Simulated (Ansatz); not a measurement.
BN (h-BN type, space group P6_3/mmc): energy against volume

BN (h-BN type, space group P6_3/mmc)

```xyz
4
Lattice="2.5064 0.0000 0.0000 -1.2532 2.1706 0.0000 0.0000 0.0000 6.6147" Properties=species:S:1:pos:R:3 pbc="T T T"
B      0.0000     1.4471     1.6537
B      1.2532     0.7235     4.9610
N      0.0000     1.4471     4.9610
N      1.2532     0.7235     1.6537
```

The volume is varied about the relaxed value V₀ at fixed cell shape. Symmetry pins the atoms to their sites.

Method: PBE-D3(BJ) (plane waves to 420 eV, PAW, scalar-relativistic; Ansatz, an electronic-structure program). k mesh 15×15×5 (Γ-centred), Fermi-Dirac smearing 0.05 eV. E stands for the smeared free energy. With the shape held, the modulus is that of even scaling; a crystal free to change shape is softer. BN was relaxed with its symmetry unable to fall. The zero of ΔE is the relaxed starting cell.

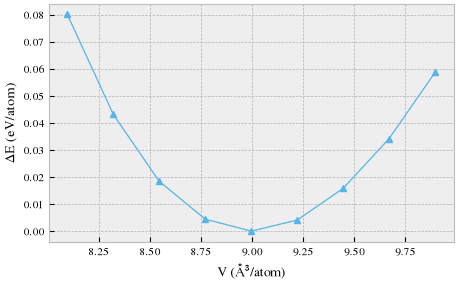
ΔE (eV/atom) against V (Å³/atom); computed points joined by lines.

The energy cost of the largest expansion is 58.7 meV/atom. The bulk modulus at fixed cell shape B₀ (third-order Birch-Murnaghan fit) is 242 GPa and the pressure derivative B₀′ (fit) is 3.7. The energy cost of the largest compression comes out as 80.0 meV/atom and the equilibrium volume of the fit is 9.00 Å³/atom.

Check by three points about V = 8.997 Å³/atom, step 0.225: d²E/dV² ≈ (4.4 − 2·0.0 + 4.1) meV / 0.225² = 0.168 eV/Å⁶, and V·d²E/dV² × 160.2 = 242 GPa.

(A scan under strain: stresses follow from slopes of the energy per volume, elastic moduli from its curvatures.)
